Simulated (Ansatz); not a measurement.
# C$_{2}$H$_{3}$F$_{2}$ (doublet): what the fields show

```xyz
7

C    -2.7573    0.5427   -1.4149
C    -1.8731    1.0408   -0.3244
F    -2.1363    0.5510    0.8990
F    -0.5547    0.9696   -0.5748
H    -2.5244    1.0639   -2.3624
H    -3.8181    0.7211   -1.1570
H    -2.6153   -0.5530   -1.5742
```

Geometry: PBE-D3(BJ)/def2-SVP.

All numbers below come from Ansatz, isolated molecule in a Gaussian basis; Kohn-Sham density functional theory, functional PBE0.

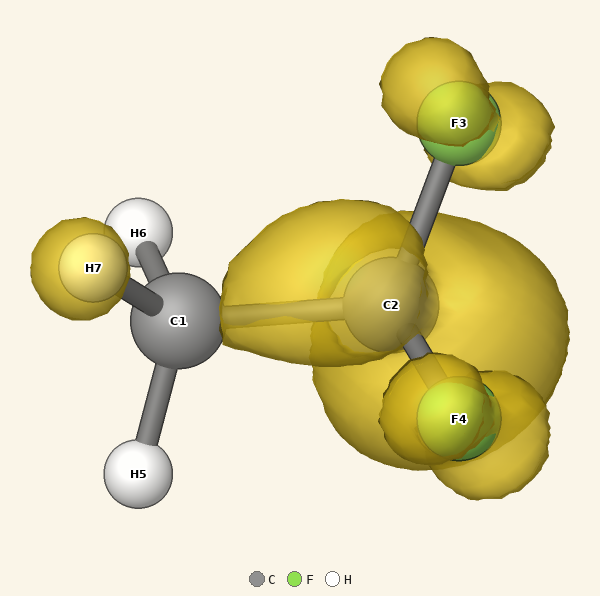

Figure 1. Isosurfaces of the spin density at +0.04 (yellow) and −0.04 e/Å³ (cyan), seen at a tilt.

### Which atoms carry the spin?

The unpaired spin (1 electron) lies mostly on C2 (about 0.7), F3 (about 0.1) and F4 (about 0.1), in electrons by Hirshfeld's partition. Only one sign reaches the isovalue.

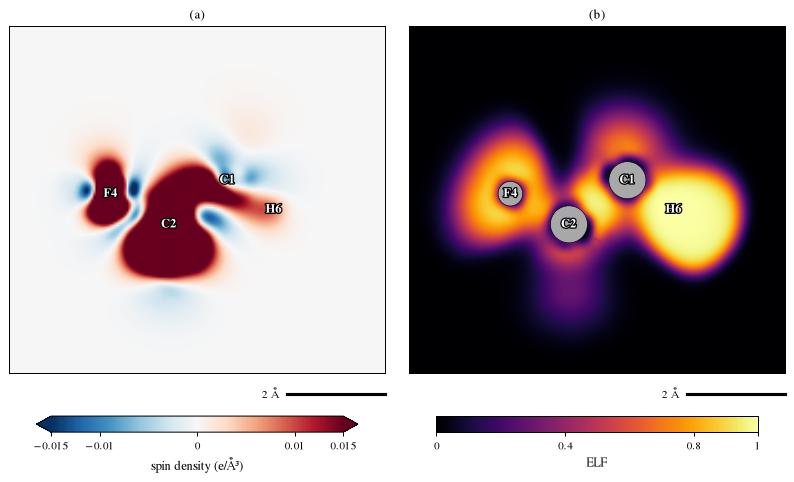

Figure 2. (a) spin density (α minus β); (b) electron localisation function on the plane of atoms C1, C2 and F4. Grey discs cover the atomic cores in the ELF map.

### Interpret the plot.

- The plane passes through C, F and H nuclei.
- C–F (1.34 Å): the ELF peaks at about 0.85 between the atoms (a polar covalent bond).
- C–C (1.49 Å): the ELF peaks at about 0.95 between the atoms: a shared electron pair.
- C–H (1.11 Å): the ELF climbs to about 1 towards the hydrogen, as it does in any bond to H: a covalent bond by its length.
- The ELF also peaks beside F4, away from the bonds: non-bonding electrons, paired or unpaired.

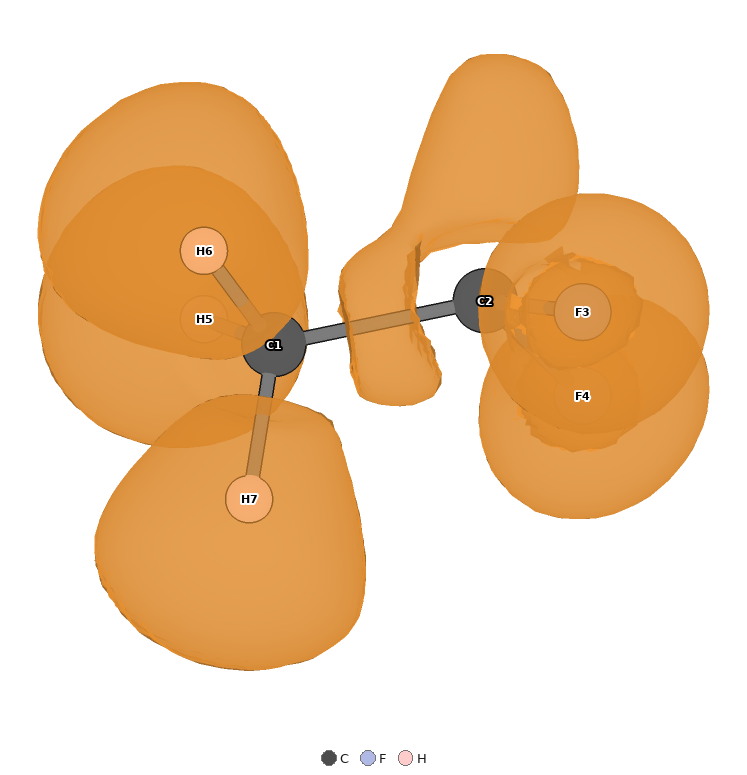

Figure 3. Isosurface of the ELF at 0.75 (orange), seen from one side. Only the valence region is drawn (cores and ρ < 0.01 e/Å³ removed).

### Describe the localisation domains.

The ELF exceeds this value in three regions around hydrogen nuclei, one region on C in which the atom's valence shell and bonds are merged and two regions on F in which the atom's valence shell and bonds are merged.

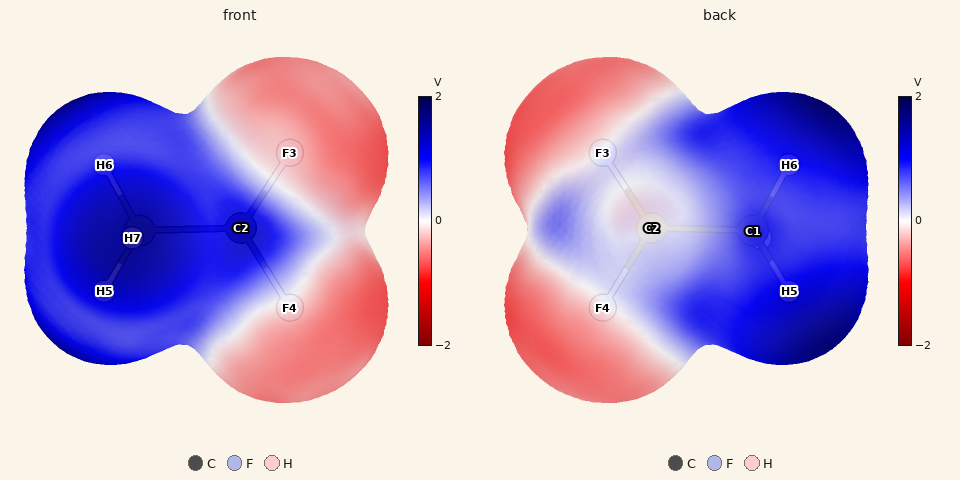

Figure 4. The molecular electrostatic potential painted on the density surface at 0.004 e/bohr³, seen from the front and from behind; the colour scale runs from red (negative) to blue (positive).

### Which sites attract a positive test charge, and which a negative one?

A positive charge is drawn to the negative regions and a negative charge to the positive ones. The most negative region (about −0.7 V, or −16 kcal/mol for a unit charge) lies over F3 and F4, the most positive (about +1.8 V, or +42 kcal/mol for a unit charge) over H5 and H6.

### What dipole moment does the calculation give?

Its dipole moment is 2.06 D.
